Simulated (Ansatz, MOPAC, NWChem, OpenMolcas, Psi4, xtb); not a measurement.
**SiHClF2 (SMILES F[SiH](F)Cl): methods side by side**

SiHClF2, singlet, SMILES `F[SiH](F)Cl`. Each level relaxes the structure for itself.

Each level gives the zero-point energy at each level's own minimum (kJ/mol). The values are calculated.

```
                             level                    kind     program  value (kJ/mol)
                               AM1          semi-empirical       MOPAC            42.9
                              MNDO          semi-empirical       MOPAC            44.7
                               PM6          semi-empirical       MOPAC            38.7
                          GFN1-xTB          semi-empirical         xtb            40.3
                          HF/3-21G            Hartree–Fock      NWChem            46.7
   HF/6-31G* (Cartesian functions)            Hartree–Fock  OpenMolcas            47.6
                    B3LYP/6-311G**           global hybrid      NWChem            43.8
                 PBE0-D4/def2-TZVP           global hybrid      Ansatz            43.8
wB97X-D/def2-SVP (density fitting)  range-separated hybrid        Psi4            44.3
```

Harmonic and unscaled. The values span 38.7 to 47.6 kJ/mol.

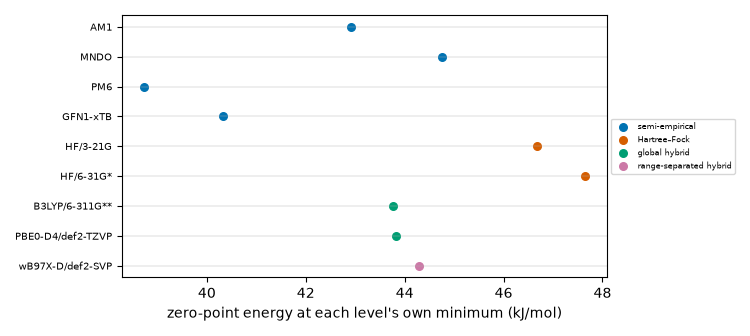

The values of the table, level by level.
